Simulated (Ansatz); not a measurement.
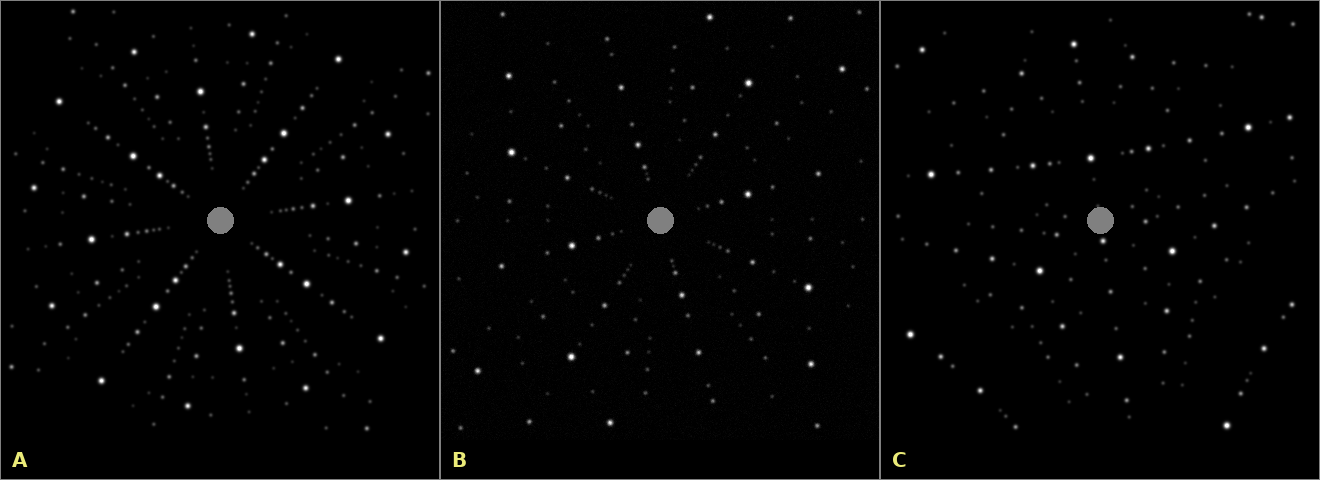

Simulated back-reflection Laue patterns (white X-rays, 0.45 to 2.2 Å, flat plate covering ±45° about the beam, kinematic intensities, seen from the source). Crystal: Rb3ZnF6, space group I4/mmm (No. 139), a = 6.06 Å, c = 9.93 Å. Structure: coordinates from a relaxation with Ansatz, DFT, PAW plane waves, r2scan; the starting structure was generated, so it need not be a known form of this composition.

```
atom  site  symmetry       x       y       z
  Rb    2b     4/mmm  0.5000  0.5000  0.0000
   F    4e       4mm  0.0000  0.0000  0.2198
  Rb    4d      -4m2  0.0000  0.5000  0.2500
   F    8i      m2m.  0.3065  0.0000  0.0000
  Zn    2a     4/mmm  0.0000  0.0000  0.0000
```

### The directions [001], [101], [110] point towards the source, in some order. Which is which?

A: [001], symmetry 4mm (a fourfold axis with mirror lines). B: [110], symmetry 2mm (a twofold axis with two mirror lines). C: [101], symmetry m (one mirror line). The Laue class is 4/mmm.
